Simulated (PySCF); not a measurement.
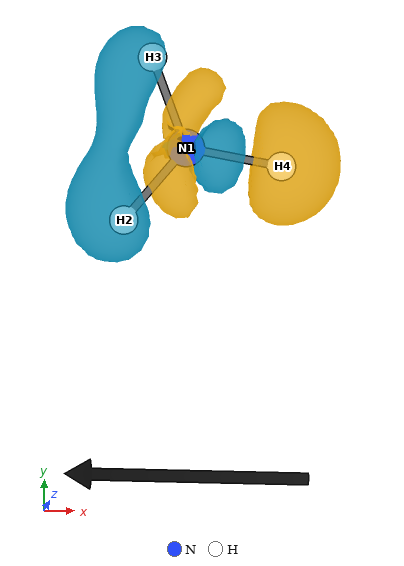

*H3N, charge +1, doublet, SMILES `[NH3+]`. Change of the electron density in a uniform field of 0.51 V/Å along −x (arrow), surfaces at ±0.005 e/Å³ (yellow: gain, teal: loss).*

Method: M06-2X/def2-TZVP; geometry: GFN2-xTB; program: PySCF. No frequency check shows the geometry to be a minimum. A basis without diffuse functions makes polarisabilities too small. The stability of the open-shell solution wasn't checked. GFN2-xTB doesn't know the spin state, so this open-shell geometry is rough.

The calculation's input:

```python
import numpy as np
from pyscf import gto, scf, dft
from pyscf.scf import atom_ks, atom_hf
from scipy.linalg import block_diag

def solve(mol, dm0=None, hcore=None):
    mf = (dft.UKS if mol.spin else dft.RKS)(mol, xc='m062x')
    mf.grids.level = 3
    mf = mf.density_fit(auxbasis='def2-universal-jkfit')
    mf.conv_tol, mf.max_cycle = 1e-8, 80
    if hcore is not None:
        mf.get_hcore = lambda *args: hcore
    mf.kernel(dm0)
    if not mf.converged:
        mf = mf.newton().run(mf.mo_coeff, mf.mo_occ, max_cycle=30)
    assert mf.converged, 'SCF not converged'
    return mf

mol = gto.M(atom='''
N      0.00000     0.00000     0.00000
H     -0.65896    -0.78908     0.00000
H     -0.35388     0.96522     0.00000
H      1.01285    -0.17614     0.00000
''', basis='def2-tzvp', charge=1, spin=1, verbose=4)
field = np.array([-0.01, -0.0, -0.0])  # atomic units
mol.set_common_orig(mol.atom_charges() @ mol.atom_coords() / mol.atom_charges().sum())
mf = solve(mol)
out = dict(dm0=mf.make_rdm1(), d0=mf.dip_moment(unit='AU'), e0=mf.e_tot)
for name, sign in (('p', 1), ('m', -1)):
    h = mf.get_hcore() + sign * np.einsum('x,xij->ij', field, mol.intor('int1e_r'))
    mi = solve(mol, mf.make_rdm1(), h)
    out.update({'dm' + name: mi.make_rdm1(), 'd' + name: mi.dip_moment(unit='AU'), 'e' + name: mi.e_tot})
# spherically averaged free atoms, for the promolecule
atm = atom_ks.get_atm_nrks(mol, xc='m062x')
pro = block_diag(*[(atm[a[0]][2] * atm[a[0]][3]) @ atm[a[0]][2].T for a in mol._atom])
np.savez('result.npz', pro=pro, **out)
```

Run with:

```sh
OMP_NUM_THREADS=1 python input.py
```

The run took 9.7 s on 1 thread of Arm Neoverse V1, with other jobs on the host, peak memory 0.22 GiB.

Partitions, critical points and surface values were worked out afterwards from this run's density.

How large is the response?

Answer. The induced dipole is 0.20 D (along the field); α along this axis, from the fields in both directions, is 8 bohr³ (1.1 Å³).

Which atoms gain and lose the most charge?

Answer. Electrons gather most on H4 (Hirshfeld charge changes by −0.013 e) and leave H2 most (+0.008 e); 0.027 electrons are displaced in all.
